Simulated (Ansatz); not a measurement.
Base system: TiN in the rock salt structure (space group Fm-3m, No. 225; a = 4.233 Å). Axes: x, y, z lie along the cube axes.

Structures relaxed with r2SCAN (Ansatz, a first-principles code; PAW; 500 eV plane waves; spin-orbit coupling left out).

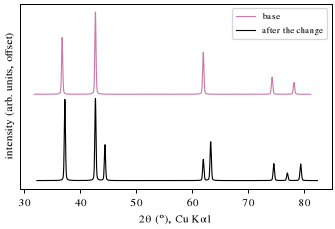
Figure: Simulated powder patterns before (top) and after one change

**Question.** Which of these changes matches the shifts?
(A) biaxial strain −4.10 %, plane normal [110], relaxed out of plane
(B) isotropic strain −4.45 %
(C) biaxial strain +1.21 %, plane normal [001], relaxed out of plane
(D) uniaxial strain ε_yy = −3.65 %

**Answer.** D, uniaxial strain ε_yy = −3.65 %. Its volume per atom is 9.13 Å³ against 9.48 Å³, and its space group is I4/mmm (No. 139).

Whether these cells are dynamically stable was not tested. All final runs are without spin polarisation. An odd electron count without spin: TiN.
